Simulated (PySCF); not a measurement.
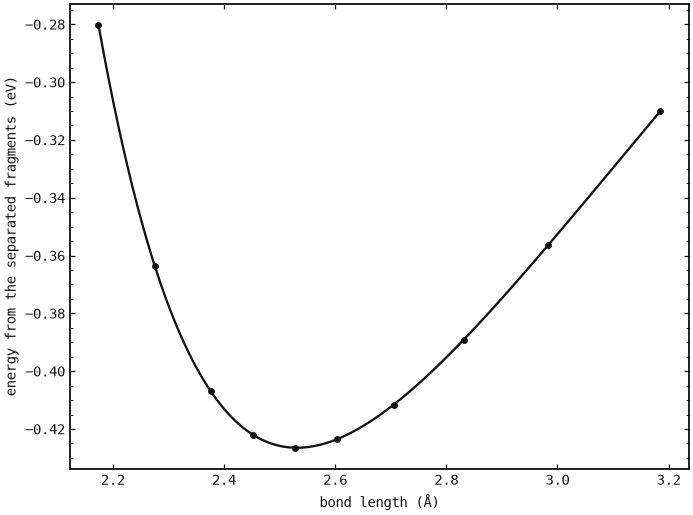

Bond curve of NaO⁺, triplet (excess alpha electrons: πx +1, πy +1). PBE/6-311G(d,p) in PySCF, UKS. One reference determinant with the occupation held, the lowest that a PBE0 search over spins and occupations found; no spin-orbit coupling. Zero is the separated fragments in their ground configurations, without counterpoise. The fragments are Na⁺ + O. 2 further points of the run are not drawn.

**What constants does a Dunham fit to the curve give (main isotopes)?**

re = 2.531 Å, ωe = 191 cm⁻¹, ωexe = 3.7 cm⁻¹, De = 0.43 eV, Be = 0.279 cm⁻¹.

**Give the computed points.**

| r (Å) | E (eV) |
| --- | --- |
| 2.174 | −0.28 |
| 2.275 | −0.36 |
| 2.376 | −0.41 |
| 2.452 | −0.42 |
| 2.528 | −0.43 |
| 2.604 | −0.42 |
| 2.705 | −0.41 |
| 2.831 | −0.39 |
| 2.983 | −0.36 |
| 3.185 | −0.31 |

Caveats: lowest determinant of a PBE0 search, another state may lie lower.
